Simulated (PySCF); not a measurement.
Molecule: SMILES N[SiH2]Cl (H₄ClNSi). Atoms near the plane z = 1.0 Å, at the PBE0/def2-SVP optimised geometry (x, y, z in Å): N1 (1.0, -0.6, 0.0), Si2 (-0.7, -0.6, 0.0), Cl3 (-1.6, 1.3, 0.0), H4 (1.6, -0.3, 0.8), H7 (-1.1, -1.3, 1.2).

Calculation: PBE0/def2-TZVP in PySCF. The values are rescaled to run from 0 to 1.

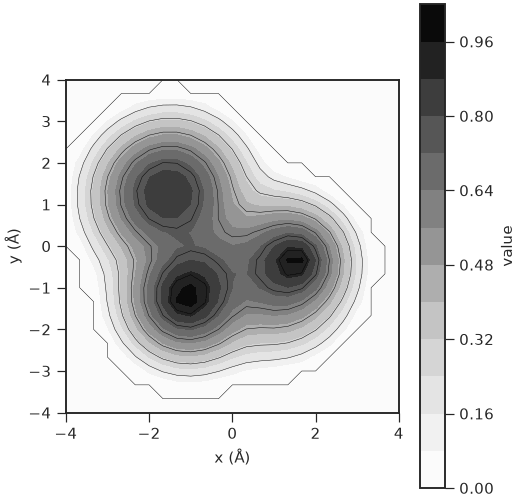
Figure: a field on the plane z = 1.0 Å.

Q: Which quantity is mapped?
A) Laplacian of the electron density
B) deformation density (molecule minus spherical neutral atoms)
C) electron localisation function
D) log10 of the electron density

A: D, log10 of the electron density. In full: log10 of the electron density (e/bohr³), floored at −4.
